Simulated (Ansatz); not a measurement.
The cell below is Yb in space group Fm-3m. The cell is taken from the input geometry of an electronic-structure calculation (not necessarily at equilibrium).

```
CELL_PARAMETERS angstrom
4.92397 0.00000 0.00000
0.00000 4.92397 0.00000
0.00000 0.00000 4.92397
ATOMIC_POSITIONS crystal
Yb 0.00000 0.00000 0.00000
Yb 0.00000 0.50000 0.50000
Yb 0.50000 0.00000 0.50000
Yb 0.50000 0.50000 0.00000
```

The atoms' radii are touching radii (half the shortest distance): Yb 1.74 Å.

Find the largest hole by geometry, and further ones that a grid search gives (radius above 0.15 Å; smaller ones may be missed, and maxima closer than 0.25 Å are merged).

Answer.
```tsv
hole	site	x, y, z	radius (Å)	nearest atoms	shape
V1	4b	0.000, 0.000, 0.500	0.72	6 Yb	octahedral
V2	8c	0.250, 0.250, 0.250	0.39	4 Yb	tetrahedral
```

Nearest atoms are those whose sphere lies within 0.15 Å of the hole's sphere; in brackets, those within 0.5 Å. The largest sphere that fits anywhere has a diameter of 1.44 Å; the largest that can travel through the crystal, about 0.5 Å.

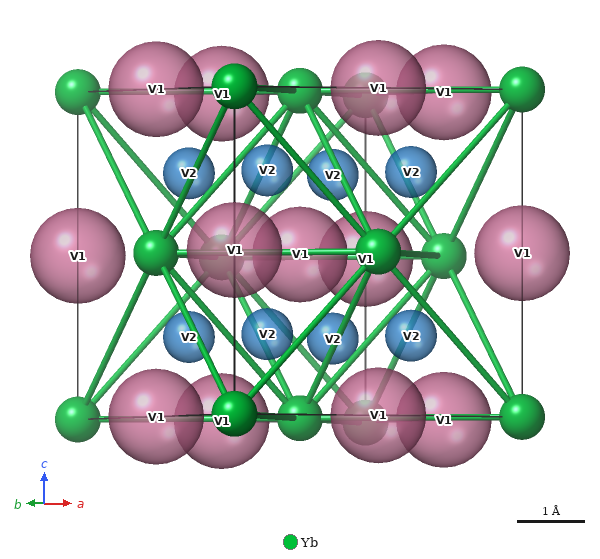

Translucent spheres (V1, V2) fill the 2 holes listed first by a grid search for holes with a radius above 0.15 Å (the largest is sure; smaller ones may be missed, and maxima closer than 0.25 Å are merged) at their true size; atoms are drawn smaller than their model radii. View from a free direction.
